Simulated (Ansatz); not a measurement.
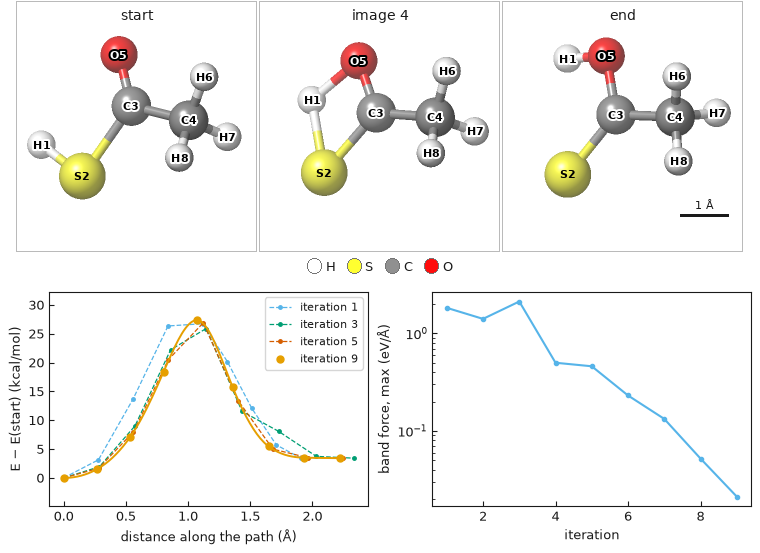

NEB run on C2H4OS. Images are numbered from 0 (start) to 8 (end). The plot follows the band through its iterations. A ball-and-stick model, seen from a free direction.

All numbers below come from RKS PBE/def2-mTZVP (Ansatz). Settings: 7 movable images; climbing image; force threshold 0.03 eV/Å; iteration limit 60; starting path through a guess of the saddle point.

**Did the band converge, and can the barrier be trusted?**

The result is final at these settings. The band converged in 9 iterations. The largest component of the band force went from 1.8 to 0.021 eV/Å. The climbing image converged on the top of the path. Its vibrational analysis gives one imaginary mode (1539i cm⁻¹), as a transition state must have. The first iteration put the highest image at 26.7 kcal/mol. The highest point, image 4, lies 27.4 kcal/mol above the start and 23.9 kcal/mol above the end; the end is at +3.4 kcal/mol relative to the start.

Cost: 49 s on 2 threads of INTEL(R) XEON(R) PLATINUM 8581C CPU @ 2.30GHz (Emerald Rapids) (shared host), peak memory 0.18 GiB.
